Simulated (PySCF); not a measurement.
```yaml
atoms:
  - { symbol: O, position_ang: [-0.8910, 2.5631, 1.1345] }
  - { symbol: C, position_ang: [-0.6104, 1.4515, 0.8298] }
  - { symbol: C, position_ang: [-1.6136, 0.5472, 0.0867] }
  - { symbol: C, position_ang: [-0.8980, -0.4423, -0.7941] }
  - { symbol: C, position_ang: [0.0913, -1.2495, 0.0120] }
  - { symbol: C, position_ang: [1.1060, -0.2784, 0.6486] }
  - { symbol: C, position_ang: [2.0625, 0.1586, -0.5042] }
  - { symbol: O, position_ang: [1.6638, 0.6633, -1.4950] }
  - { symbol: O, position_ang: [0.5611, 0.9044, 1.1566] }
  - { symbol: H, position_ang: [-2.2939, 1.1959, -0.4668] }
  - { symbol: H, position_ang: [-2.1804, 0.0570, 0.8854] }
  - { symbol: H, position_ang: [-1.6305, -1.0904, -1.2909] }
  - { symbol: H, position_ang: [-0.3788, 0.0711, -1.6219] }
  - { symbol: H, position_ang: [0.6188, -1.9825, -0.5990] }
  - { symbol: H, position_ang: [-0.4047, -1.7831, 0.8288] }
  - { symbol: H, position_ang: [1.6624, -0.7419, 1.4703] }
  - { symbol: H, position_ang: [3.1283, -0.0319, -0.2908] }
```

Geometry: GFN2-xTB.

The calculation used PySCF 2.14.0, density-fitted response routines, UKS B3LYP, pcH-1 on C H O, non-relativistic, mean-field spin-orbit, GIAO.

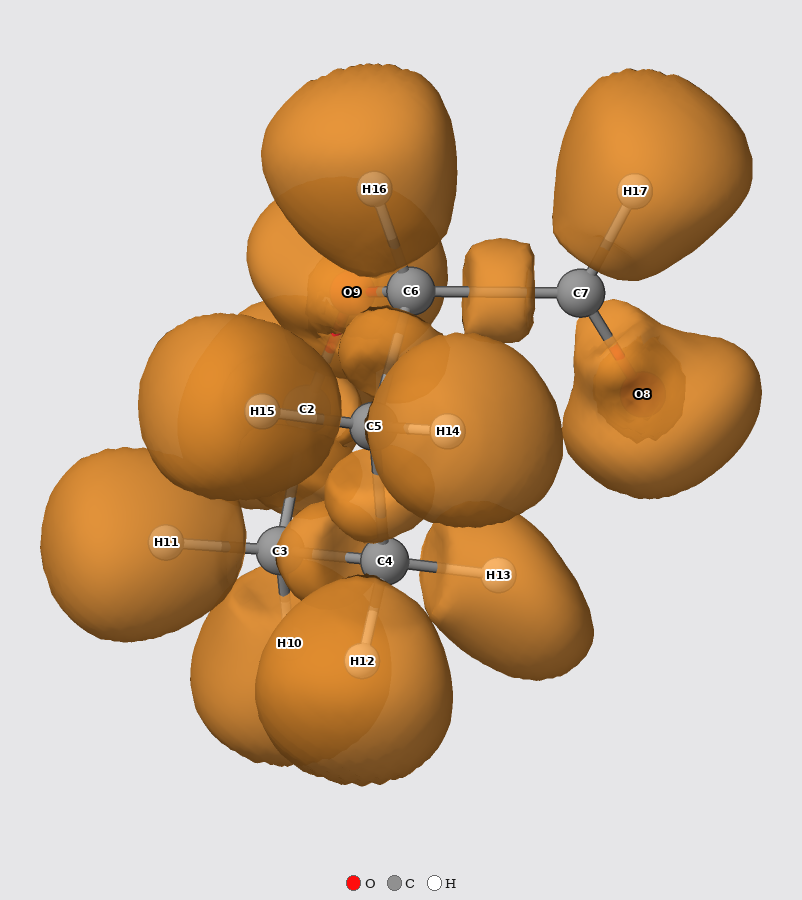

C₆H₈O₃ (charge +1, doublet). Isosurface of the electron localisation function at 0.75 (orange), seen at an oblique angle. Core shells and regions of very low density are left out.

Question: Identify the bonds, lone pairs and shells in this picture.

Answer: The ELF exceeds this value in five regions between bonded C–C atoms (shared pairs), eight regions around hydrogen nuclei and three regions on O in which the atom's valence shell and bonds are merged.

Values along the shortest contacts:
C–O (1.18 Å): the ELF peaks at about 0.85 between the atoms (a multiple bond). C–C (1.51 Å): the ELF peaks at about 0.95 between the atoms, as expected for a shared electron pair.
